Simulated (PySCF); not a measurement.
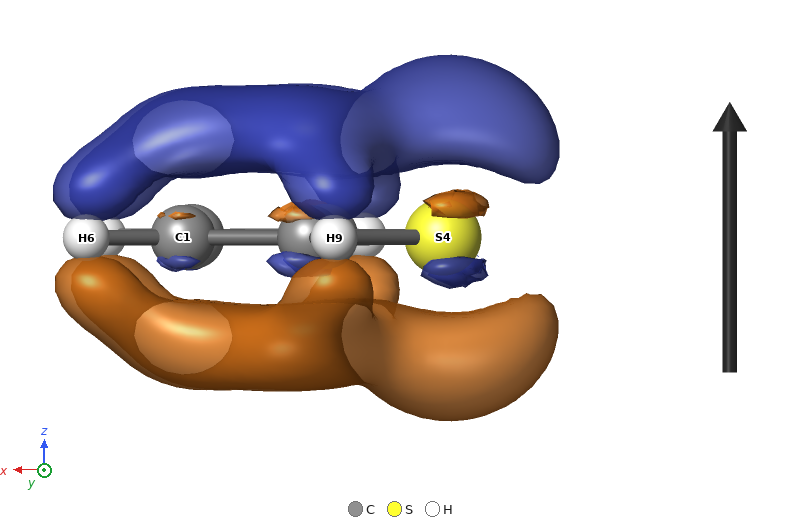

C$_{4}$H$_{4}$S, SMILES `c1ccsc1`. Change of the electron density in a uniform field of 0.26 V/Å along +z (arrow), surfaces at ±0.0015 e/Å³ (orange: gain, blue: loss).

Level of theory: ωB97X/aug-cc-pVDZ (PySCF), at a geometry from GFN2-xTB. No frequency check shows the geometry to be a minimum. GFN2-xTB bond lengths at metals and heavier atoms can be off by up to 0.1 Å and shapes distorted, which carries into these values.

**What dipole is induced, and what polarisability does it imply?**

The induced dipole is 0.55 D (along the field); α along this axis, from the fields in both directions, is 43 bohr³ (6.4 Å³).

**Which atoms gain and lose the most charge?**

Hardly any: no atom's Hirshfeld charge changes by as much as 0.002 e. The density shifts from one side of each atom to the other; 0.052 electrons are displaced in all.
